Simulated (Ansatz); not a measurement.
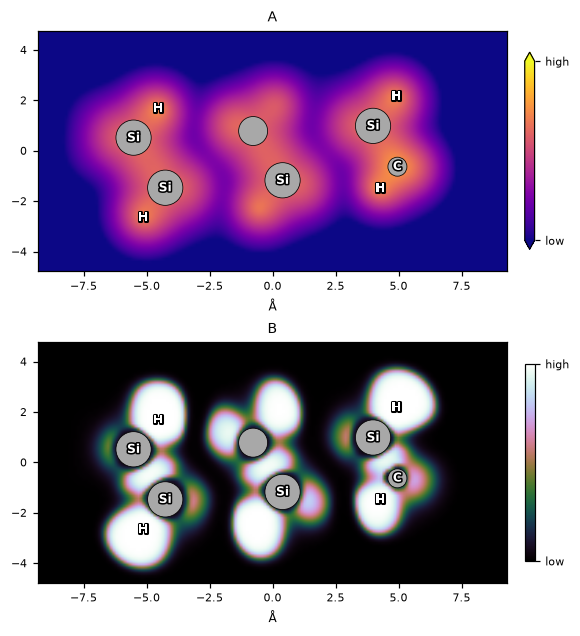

C₂H₂₄Si₉ (SMILES C[SiH2][SiH2][SiH2][SiH2][SiH2][SiH2][SiH2][SiH2][SiH2]C): 2 fields on the plane of atoms Si9, Si10 and H31, with unlabelled colour scales. Grey discs cover the atomic cores.

Geometry: r2SCAN-D4/def2-SVP.

These are results of RKS PBE0-D4/def2-TZVP in Ansatz 0.2.0, not measurements.

Question: Match the panels to the quantities (electron density and electron localisation function).

Answer: Panel A: electron density. Panel B: electron localisation function. From the grid: C–Si (1.89 Å): ρ at the midpoint is about 0.93 e/Å³; the ELF peaks at about 0.95 between the atoms; a covalent bond. Si–Si (2.35 Å): ρ at the midpoint is about 0.62 e/Å³; the ELF peaks at about 1 between the atoms: a covalent bond.
